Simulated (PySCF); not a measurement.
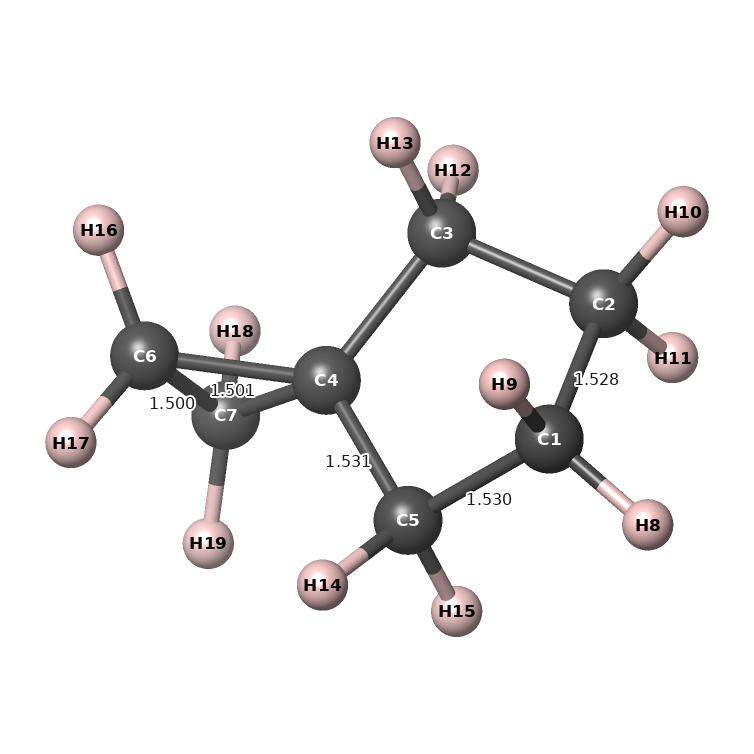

Bond lengths are marked in Å; every bond is drawn as one stick. The computed structure is the end point of a PBE0-D3(BJ)/def2-SVP optimisation. No frequency run is at hand to confirm it as a minimum.

Assign a bond order to each marked bond.

C1–C2 single; C1–C5 single; C4–C5 single; C4–C6 single; C6–C7 single.

Give the structure as SMILES.

C1CCC2(C1)CC2
